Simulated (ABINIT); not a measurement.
## GaN (F-43m): G0W0 with ABINIT, start to end

Wanted: ground state, empty states, screening and self-energy for GaN (F-43m).

Method: LDA and many-body steps on it, plane waves, in ABINIT 10.8.3.

**What was measured.**

- Gap 3.23 eV: absorption onset (direct gap at Gamma) of unexcited film, from imaginary part of dielectric function; spectroscopic ellipsometry (steady-state reference of time-resolved measurement); 300 K; film on 3C-SiC/Si(001) (“Femtosecond pump-probe absorption edge spectroscopy of cubic GaN”, 2022, arxiv:2206.02223).

## Step 1: Starting point

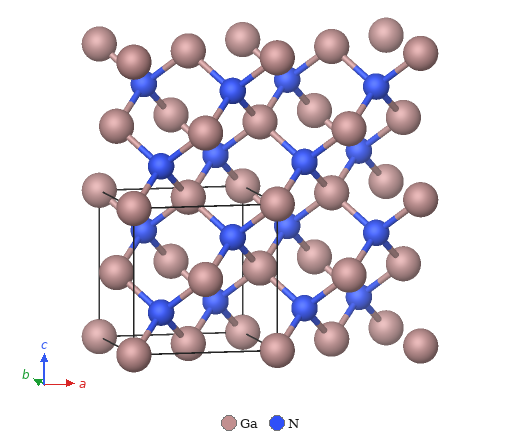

Start, viewed slightly off an axis; gallium pink, nitrogen blue. 2×1×2 cells are drawn. This picture shows the conventional cell, with its axes. Bonds to atoms that aren't drawn are left out. Some periodic images of atoms are drawn too.

As a file:

```cif
data_structure
_symmetry_space_group_name_H-M 'F-43m'
_symmetry_Int_Tables_number 216
_cell_length_a 4.5070
_cell_length_b 4.5070
_cell_length_c 4.5070
_cell_angle_alpha 90.000
_cell_angle_beta 90.000
_cell_angle_gamma 90.000
_cell_volume 91.55
loop_
_atom_site_label
_atom_site_type_symbol
_atom_site_symmetry_multiplicity
_atom_site_Wyckoff_symbol
_atom_site_fract_x
_atom_site_fract_y
_atom_site_fract_z
_atom_site_occupancy
Ga1 Ga 4 a 0.00000 0.00000 0.00000 1
N1 N 4 c 0.25000 0.25000 0.25000 1
```

The cell and positions are those that the Materials Project relaxed with its own functionals (PBE, PBE+U or r2SCAN), kept fixed. This is not the form that GaN usually takes at ambient conditions.

## Step 2: Ground state

This step: ABINIT 10.8.3; DFT, LDA, plane waves, norm-conserving pseudopotentials.

The ground-state density comes first.

File run.abi:

```
acell 3*1.0 Angstrom
rprim 
  0.000000000000 2.253500607500 2.253500607500
  2.253500607500 0.000000000000 2.253500607500
  2.253500607500 2.253500607500 0.000000000000
ntypat 2
znucl 31 7
natom 2
typat 1 2
xred 
  0.000000000000 0.000000000000 0.000000000000
  0.750000000000 0.750000000000 0.750000000000
pp_dirpath "pseudos"
pseudos "Ga.upf, N.upf"
ecut 45
ngkpt 8 8 8
nshiftk 1
shiftk 0 0 0
kptopt 1
chksymbreak 0
nband 18
occopt 1
tolvrs 1e-10
nstep 60
prtwf 0
optforces 0
optstress 0
indata_prefix "in"
outdata_prefix "out"
tmpdata_prefix "tmp"
```

Command:

```sh
$ OMP_NUM_THREADS=1 mpirun -n 4 abinit run.abi > log
```

Numbers of over 12 decimals in the logs are rounded to 6 here.

The log of the run:

```text
.Version 10.8.3 of ABINIT. v10.8.2 released Aug 2026.

 Symmetries : space group F-4 3 m (#216); Bravais cF (face-center cubic)
================================================================================
 Values of the parameters that define the memory need of the present run
     intxc =       0    ionmov =       0      iscf =       7    lmnmax =       6
     lnmax =       6     mgfft =      40  mpssoang =       3    mqgrid =    3001
     natom =       2  nloc_mem =       1    nspden =       1   nspinor =       1
    nsppol =       1      nsym =      24    n1xccc =    2501    ntypat =       2
    occopt =       1   xclevel =       1
-    mband =          18        mffmem =           1         mkmem =           8
       mpw =        2245          nfft =       64000          nkpt =          29
================================================================================
  Rough estimation (10% accuracy) of disk space for files :
================================================================================

--------------------------------------------------------------------------------
------------- Echo of variables that govern the present computation ------------
--------------------------------------------------------------------------------
 -outvars: echo values of preprocessed input variables --------
            acell      1.8897261259E+00  1.8897261259E+00  1.8897261259E+00 Bohr

      chksymbreak           0
             ecut      4.50000000E+01 Hartree
-          fftalg         312

              ixc       -1012
              kpt      0.00000000E+00  0.00000000E+00  0.00000000E+00
                       1.25000000E-01  0.00000000E+00  0.00000000E+00
                       2.50000000E-01  0.00000000E+00  0.00000000E+00
                       3.75000000E-01  0.00000000E+00  0.00000000E+00
                       5.00000000E-01  0.00000000E+00  0.00000000E+00
                       1.25000000E-01  1.25000000E-01  0.00000000E+00
                       2.50000000E-01  1.25000000E-01  0.00000000E+00
                       3.75000000E-01  1.25000000E-01  0.00000000E+00
                       5.00000000E-01  1.25000000E-01  0.00000000E+00
   [... 18 further rows ...]
                      -3.75000000E-01  5.00000000E-01  1.25000000E-01
                      -2.50000000E-01  5.00000000E-01  2.50000000E-01
         kptrlatt        8    0    0      0    8    0      0    0    8
          kptrlen      4.81794160E+01
P           mkmem           8
            natom           2
            nband          18
            ngfft          40      40      40
             nkpt          29
            nstep          60
             nsym          24
           ntypat           2
              occ      2.000000  2.000000  2.000000  2.000000  2.000000  2.000000
                       2.000000  2.000000  2.000000  2.000000  2.000000  2.000000
                       2.000000  0.000000  0.000000  0.000000  0.000000  0.000000
        optforces           0
        optstress           0
            prtwf           0
            rprim      0.0000000000E+00  2.2535006075E+00  2.2535006075E+00
[...]
spgroup         216

           tolvrs      1.00000000E-10

             xred      0.0000000000E+00  0.0000000000E+00  0.0000000000E+00
[...]
znucl       31.00000    7.00000

================================================================================

 chkinp: Checking input parameters for consistency.

================================================================================
== DATASET  1 ==================================================================
-   mpi_nproc: 4, omp_nthreads: 1 (-1 if OMP is not activated)

--- !DatasetInfo
iteration_state: {dtset: 1, }
dimensions: {natom: 2, nkpt: 29, mband: 18, nsppol: 1, nspinor: 1, nspden: 1, mpw: 2245, }
cutoff_energies: {ecut:  45.0, pawecutdg:  -1.0, }
electrons: {nelect:   2.60000000E+01, charge:   0.00000000E+00, occopt:   1.00000000E+00, tsmear:   1.00000000E-02, }

 Real(R)+Recip(G) space primitive vectors, cartesian coordinates (Bohr,Bohr^-1):
 R(1)=  0.0000000  4.2584990  4.2584990  G(1)= -0.1174123  0.1174123  0.1174123
 R(2)=  4.2584990  0.0000000  4.2584990  G(2)=  0.1174123 -0.1174123  0.1174123
 R(3)=  4.2584990  4.2584990  0.0000000  G(3)=  0.1174123  0.1174123 -0.1174123
 Unit cell volume ucvol=  1.5445417E+02 bohr^3
 Angles (23,13,12)=  6.00000000E+01  6.00000000E+01  6.00000000E+01 degrees

 getcut: wavevector=  0.0000  0.0000  0.0000  ngfft=  40  40  40
         ecut(hartree)=     45.000   => boxcut(ratio)=   2.19947

--- Pseudopotential description ------------------------------------------------
- Ga Generated using ONCVPSP code by D. R. Hamann
- 31.00000  21.00000  180309                  znucl, zion, pspdat
12 -1012 2 -1 1858                            pspcod,pspxc,lmax,lloc,mmax
     nproj     2     2     2
  pspatm : epsatm=   21.89818218
         --- l  ekb(1:nproj) -->
[...]
pspatm: atomic psp has been read  and splines computed

- N Generated using ONCVPSP code by D. R. Hamann
-  7.00000   5.00000  180309                  znucl, zion, pspdat
12 -1012 1 -1 1058                            pspcod,pspxc,lmax,lloc,mmax
     nproj     2     2     0
  pspatm : epsatm=    5.30777321
         --- l  ekb(1:nproj) -->
[...]
1   -4.361519   -1.032581
 pspatm: atomic psp has been read  and splines computed

   7.07354840E+02                                ecore*ucvol(ha*bohr**3)
--------------------------------------------------------------------------------

_setup2: Arith. and geom. avg. npw (full set) are    2226.443    2226.425

================================================================================

--- !BeginCycle
iteration_state: {dtset: 1, }
solver: {iscf: 7, nstep: 60, nline: 4, wfoptalg: 0, }
tolerances: {tolvrs: 1.00E-10, }

     iter   Etot(hartree)      deltaE(h)  residm     vres2
 ETOT  1  -257.66536319320    -2.577E+02 6.054E-01 9.603E+02
 ETOT  2  -258.19243751436    -5.271E-01 5.756E-02 9.937E+02
 ETOT  3  -258.34874099150    -1.563E-01 2.531E-02 2.330E+00
 ETOT  4  -258.34907247165    -3.315E-04 9.580E-04 9.977E-01
 ETOT  5  -258.34931177879    -2.393E-04 4.818E-04 2.071E-02
 ETOT  6  -258.34931707826    -5.299E-06 1.103E-04 3.604E-04
 ETOT  7  -258.34931717757    -9.930E-08 5.289E-05 2.207E-05
 ETOT  8  -258.34931718122    -3.656E-09 1.188E-05 1.119E-06
 ETOT  9  -258.34931718153    -3.018E-10 9.046E-06 9.733E-08
 ETOT 10  -258.34931718155    -2.723E-11 6.772E-06 6.403E-11

 At SCF step   10       vres2   =  6.40E-11 < tolvrs=  1.00E-10 =>converged.

--- !ResultsGS
iteration_state: {dtset: 1, }
comment   : Summary of ground state results
lattice_vectors:
- [  0.0000000,   4.2584990,   4.2584990, ]
- [  4.2584990,   0.0000000,   4.2584990, ]
- [  4.2584990,   4.2584990,   0.0000000, ]
lattice_lengths: [   6.02243,    6.02243,    6.02243, ]
lattice_angles: [ 60.000,  60.000,  60.000, ] # degrees, (23, 13, 12)
lattice_volume:   1.5445417E+02
convergence: {deltae: -2.723E-11, res2:  6.403E-11, residm:  6.772E-06, diffor:  0.000E+00, }
etotal    :  -2.58349317E+02
entropy   :   0.00000000E+00
fermie    :   2.38182463E-01
cartesian_stress_tensor: null
pressure_GPa: null
xred      :
- [  0.0000E+00,   0.0000E+00,   0.0000E+00, Ga]
- [  7.5000E-01,   7.5000E-01,   7.5000E-01,  N]
cartesian_forces: null
force_length_stats: {min: null, max: null, mean: null, }

 Integrated electronic density in atomic spheres:
 ------------------------------------------------
 Atom  Sphere_radius  Integrated_density
    1        2.00000         18.90382942
    2        2.00000          5.21039049
================================================================================

 ----iterations are completed or convergence reached----

 Mean square residual over all n,k,spin=   15.671E-09; max=  67.724E-07
 reduced coordinates (array xred) for    2 atoms
       0.000000000000      0.000000000000      0.000000000000
       0.750000000000      0.750000000000      0.750000000000
 rms dE/dt=  0.0000E+00; max dE/dt=  0.0000E+00; dE/dt below (all hartree)
    1       0.000000000000      0.000000000000      0.000000000000
    2       0.000000000000      0.000000000000      0.000000000000

 cartesian coordinates (angstrom) at end:
    1      0.000000     0.000000     0.000000
    2      3.380251     3.380251     3.380251
 length scales=  1.889726125908  1.889726125908  1.889726125908 bohr
              =  1.000000000000  1.000000000000  1.000000000000 angstroms
 prteigrs : about to open file out_EIG
 Fermi (or HOMO) energy (hartree) =   0.23818   Average Vxc (hartree)=  -0.44888
 Eigenvalues (hartree) for nkpt=  29  k points:
 kpt#   1, nband= 18, wtk=  0.00195, kpt=  0.0000  0.0000  0.0000 (reduced coord)
  -4.95898   -3.16412   -3.16412   -3.16412   -0.34194   -0.26273   -0.26273   -0.26273
  -0.25143   -0.25143    0.23818    0.23818    0.23818    0.30259    0.61142    0.61142
   0.61142    0.87394
 prteigrs : prtvol=0 or 1, do not print more k-points.

--- !EnergyTerms
iteration_state     : {dtset: 1, }
comment             : Components of total free energy in Hartree
kinetic             :  1.27387718955105E+02
hartree             :  1.00126548014695E+02
xc                  : -2.83268262913925E+01
Ewald energy        : -1.35314831293648E+02
psp_core            :  4.57970699665774E+00
local_psp           : -2.66322597360935E+02
non_local_psp       : -6.04790362020356E+01
total_energy        : -2.58349317181553E+02
total_energy_eV     : -7.03004305621269E+03
band_energy         : -3.12508209507254E+01

== END DATASET(S) ==============================================================
================================================================================

 -outvars: echo values of variables after computation  --------
           etotal     -2.5834931718E+02
            nband          18
             nkpt          29
          spgroup         216
 [... the other variables as echoed above ...]

 Calculation completed.
```

Run time: 13 s. Hardware: 4 MPI ranks of Arm Neoverse V2, shared host; peak memory 0.3 GiB; 51 s of CPU time.

This step gave:

| Property | Result |
| --- | --- |
| total energy | -7030.0431 eV |
| gap | 1.753 eV |
| k of the valence top | 0, 0, 0 |
| k of the conduction bottom | 0, 0, 0 |
| least direct gap | 1.753 eV |

The gap is direct, at Γ.

[end of part 1 of 3]

[Paths, hosts, dates, memory and timing lines, banners, echoed tables and standing remarks are left out of the program output.]

[Logs are printed without paths, hosts, clocks, repeated set-up lines and the standing remarks that a program may print on its own settings, such as how far it seeks lower states.]

[Runs of the session that timed out or met a known fault of the program may be left out.]

[Hosts, paths, dates, database ids (printed as entryN), source tags and the programs' standing remarks are cut or masked in the printed files.]

[G0W0 gaps are taken among the corrected bands and points alone; a level outside them can change the order at an edge.]

[Where Ansatz stands beside ABINIT at settings called matched, ABINIT's density can come from a denser mesh and the files from another edition; pairs whose starting gaps differed by over 0.03 eV were left out, so agreement reads better than it is.]
